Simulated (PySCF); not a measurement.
# CH₆N₂, SMILES `CNN`: electronic structure

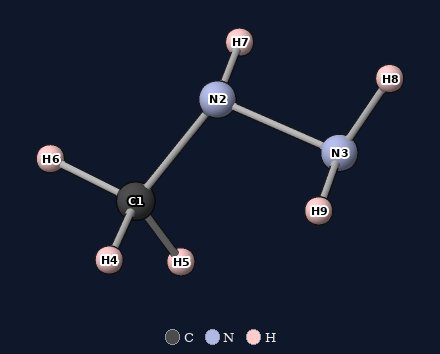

The molecule, with its atoms numbered as below. No frequency check shows the geometry to be a minimum.

Geometry (Å), atoms numbered from 1:

```
C1       1.1903   -0.2173    0.0375
N2      -0.0202    0.5489   -0.1971
N3      -1.1860   -0.2669    0.1508
H4       1.2335   -1.0255   -0.6942
H5       1.2417   -0.6527    1.0428
H6       2.0429    0.4406   -0.1166
H7      -0.0449    1.3287    0.4610
H8      -1.9992    0.2945   -0.0971
H9      -1.1727   -1.0554   -0.4965
```

## 1. Bonding charge

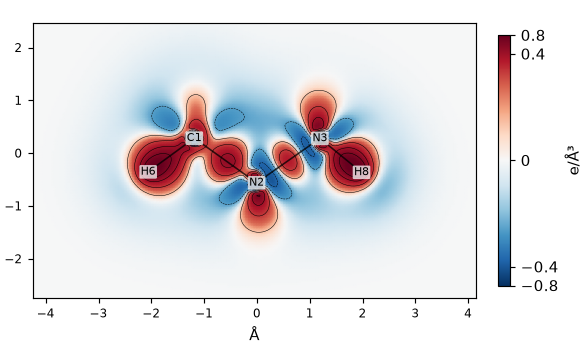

Deformation density (molecule less spherical, spin-averaged free atoms) in the plane of C1, N2, N3, H6 and H8; colour scale in e/Å³, logarithmic beyond ±0.1; red: gain, blue: loss.

PySCF calculation, PBE0/def2-TZVP, gas phase; geometry: GFN2-xTB.

Question: How much density has each bond in this plane gained at its critical point, relative to the free atoms?

Answer: N3–H8: +0.86 e/Å³ at the bond critical point (bond length 1.02 Å, Mayer order 0.9). C1–H6: +0.74 e/Å³ at the bond critical point (bond length 1.09 Å, Mayer order 1.0). C1–N2: +0.37 e/Å³ at the bond critical point (bond length 1.45 Å, Mayer order 1.0). N2–N3: +0.31 e/Å³ at the bond critical point (bond length 1.47 Å, Mayer order 0.9). In all, 2.0 electrons gather in the regions of gain relative to the promolecule.

Question: Where do the Hirshfeld charges lie?

Answer: The highest Hirshfeld charge is on H7 (+0.11 e), the lowest on N3 (−0.21 e).

## 2. Bond critical points

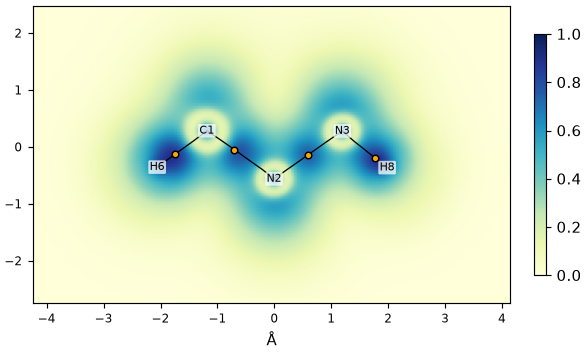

Localised orbital locator (LOL) in the plane of C1, N2, N3, H6 and H8, with bond paths and bond critical points (dots).

Question: What values does LOL take at the bond critical points in this plane?

Answer: C1–H6: about 0.90; N3–H8: about 0.89; N2–N3: about 0.74; C1–N2: about 0.74. Values above 0.5 mark slow, localised electrons, as in shared pairs; low values at a critical point mark a polar or closed-shell contact whose critical point lies between the shells.

Question: Where along N3–H8 does the critical point lie?

Answer: 0.75 Å from N3 and 0.27 Å from H8.

## 3. Local ionisation energy

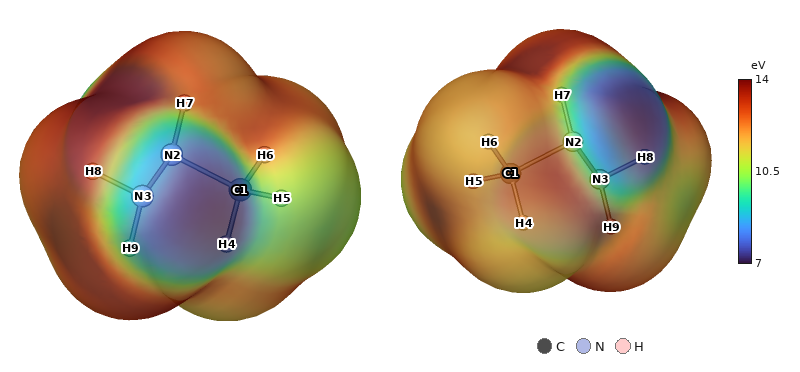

Average local ionisation energy on the surface of electron density 0.001 a.u. (back view left, front view right).

Question: Locate the minima of the map.

Answer: The lowest value is 7.3 eV, 2.0 Å from N2. Further minima include 7.3 eV, 2.1 Å from N3; 11.3 eV, 1.4 Å from H4. For comparison, the highest occupied orbital lies at −5.6 eV.

Question: What volume does the surface enclose, and what is the dipole moment?

Answer: About 77 Å³; the dipole moment is 0.3 D.

## 4. Excited states

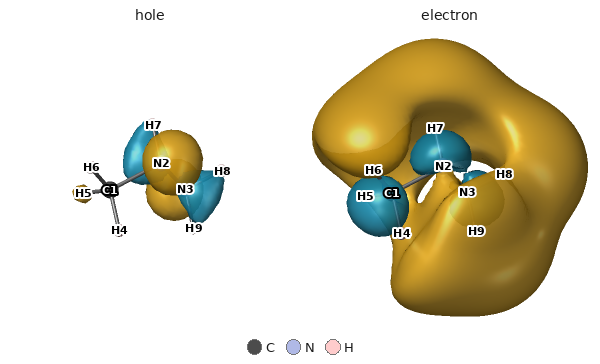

Leading natural transition orbital pair of S₁ (full linear response singlet states); the surfaces enclose about 70 % of each orbital's density.

PySCF calculation, B3LYP/def2-SVPD, gas phase; geometry: GFN2-xTB.

Question: Where does the state lie, and where do hole and electron sit?

Answer: 4.88 eV (254 nm), f = 0.004, diffuse (Rydberg-like) orbital; the leading pair carries 100 %; hole on N2 (44 %), N3 (35 %) and C1 (5 %), electron on H7 (18 %), H8 (16 %) and H9 (15 %) (atom shares of so diffuse an orbital are rough); their centroids lie 0.2 Å apart. In canonical orbitals it is mainly HOMO → LUMO (97 %). The HOMO–LUMO gap is 5.99 eV.

## 5. Removing or adding an electron

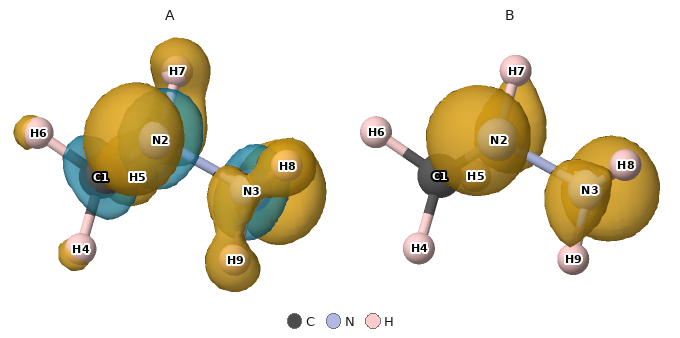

The Fukui function f⁻ from two separate SCF calculations and the density of the HOMO, at ±0.05 e/Å³ (yellow positive, teal negative).

Computed with PySCF, PBE0/def2-SVP, geometry: GFN2-xTB.

Question: Which panel is which, and how good is the frozen-orbital picture?

Answer: A is f⁻ (it has negative regions), B the HOMO density. The HOMO lies on N2 (44 %), N3 (36 %) and C1 (5 %); f⁻ (Hirshfeld-condensed) is largest on N2 (0.27) and N3 (0.24); the vertical ionisation energy is 7.95 eV. Relaxation shifts 29 % of the electron between atoms. The orbital energy is −5.29 eV.

## 6. Localised orbitals

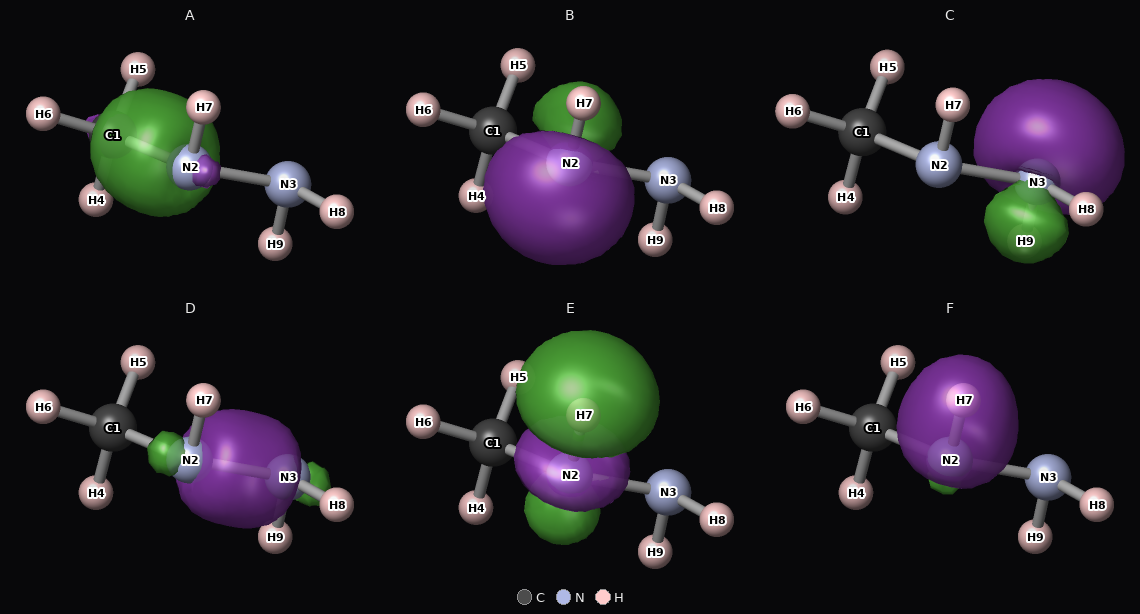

Intrinsic bond orbitals (IBO), occupied and valence-virtual; each surface holds about 80 % of the orbital's density. Energies are diagonal elements of the Fock matrix.

Computed with PySCF, LDA (SVWN)/def2-SVP, geometry: GFN2-xTB.

Question: What does each orbital represent in a Lewis picture?

Answer: By panel:
- A: σ bond N2–C1 (N2 56 %, C1 43 %; −15.2 eV)
- B: lone pair on N2 (sp3.2-type) (N2 98 %; −6.4 eV)
- C: lone pair on N3 (sp3-type) (N3 100 %; −6.5 eV)
- D: σ bond N3–N2 (N3 50 %, N2 49 %; −15.2 eV)
- E: σ* orbital H7–N2 (H7 62 %, N2 37 %; 6.8 eV)
- F: σ bond N2–H7 (N2 62 %, H7 37 %; −14.4 eV)

Question: How do all the valence pairs divide up?

Answer: 10 pairs: 8 σ bonds and 2 lone pairs.

## 7. Stretching a bond

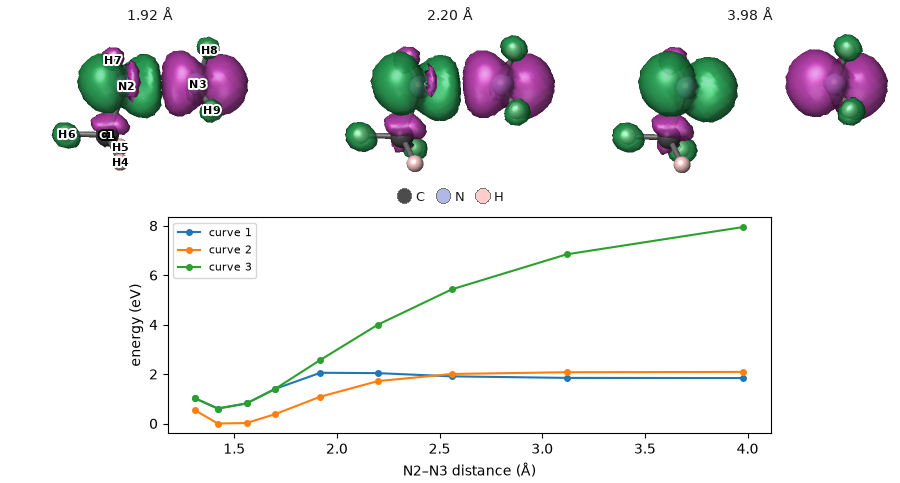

Rigid stretch of the N2–N3 bond. Broken-symmetry UHF spin density at ±0.03 e/Å³ (green: α, purple: β). Below: energies along the scan, from the lowest point of the three curves.

Level of theory: 6-31+G* basis (PySCF), at a geometry from GFN2-xTB.

Question: How does the broken-symmetry solution share the spin, and how far is it from a pure singlet?

Answer: At 3.98 Å excess α spin lies mostly on N2 and excess β on N3; the two could be swapped at no cost. ⟨S²⟩ is 0.62 at 1.92 Å, 0.91 at 2.20 Å and 1.02 at 3.98 Å, against 0 for a pure singlet and 1 for an equal mix of singlet and triplet.

Question: Which curve is which method?

Answer: Curve 1 is UHF. Curve 2 is CASSCF(2,2). Curve 3 is RHF. RHF rises too steeply because it keeps both electrons in one orbital and so mixes in ionic fragments.

Question: Where does the UHF solution part from RHF?

Answer: Between 1.70 Å (⟨S²⟩ = 0, the two coincide) and 1.92 Å (⟨S²⟩ = 0.62); at 3.98 Å ⟨S²⟩ is 1.02 and UHF lies 6.1 eV below RHF.

Question: How much energy does the stretch cost?

Answer: By CASSCF, 2.1 eV from the lowest point of the scan (1.42 Å) to 3.98 Å; RHF gives 7.3 eV from its own lowest point. The fragments aren't relaxed and dynamic correlation is missing, so this isn't a bond dissociation energy.

The PySCF runs shown took 6.7 s, 120 s, 45 s, 3 s and 34 s on 1 thread of Intel(R) Xeon(R) 6975P-C (Granite Rapids), on a shared host.
